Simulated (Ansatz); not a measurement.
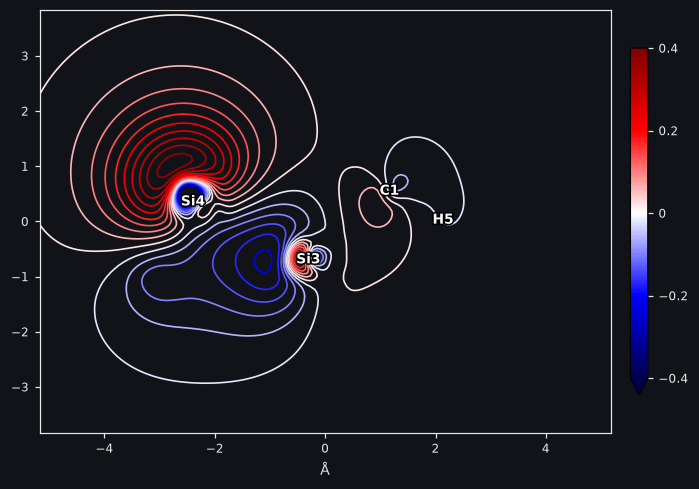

*CH₆FSi₂ (charge −1). The HOMO on the plane of atoms Si3, C1 and H5 (values in Å⁻³ᐟ²; the overall sign is arbitrary).*

Geometry: PBE-D3(BJ)/def2-SVPD.

These are results of Ansatz 0.2.0, isolated molecule in a Gaussian basis; Kohn-Sham density functional theory, functional PBE0, not measurements.

Input file:

```
crystal:
  periodic: [false, false, false]
  atoms:
    - symbol: C
      position_ang: [-1.463932, -1.633773, -1.154389]
    - symbol: F
      position_ang: [0.460124, -3.535535, -0.367892]
    - symbol: Si
      position_ang: [0.173766, -1.849107, -0.179561]
    - symbol: Si
      position_ang: [0.134759, -0.820157, 1.922172]
    - symbol: H
      position_ang: [-1.431352, -2.161385, -2.129751]
    - symbol: H
      position_ang: [-2.321687, -2.026975, -0.571767]
    - symbol: H
      position_ang: [-1.650955, -0.556890, -1.342489]
    - symbol: H
      position_ang: [1.239301, -1.291289, -1.125357]
    - symbol: H
      position_ang: [-0.820856, -1.895640, 2.507112]
    - symbol: H
      position_ang: [1.440088, -1.504813, 2.402404]
basis:
  gaussian:
    orbitals: def2-TZVPD
total_charge: -1
hamiltonian:
  xc: pbe0
output:
  forces: true
  orbitals: {seedname: orbitals}
```

Command:

```sh
ansatz run input.yaml --threads 2 --pin off --max-ram 4350MiB --events-out events.jsonl --progress --plain --runs-dir runs
```

### Describe this orbital and give its energy.

By Hirshfeld shares it lies mainly on Si4 (about 70 %) and Si3 (about 15 %). Its energy is −0.89 eV.
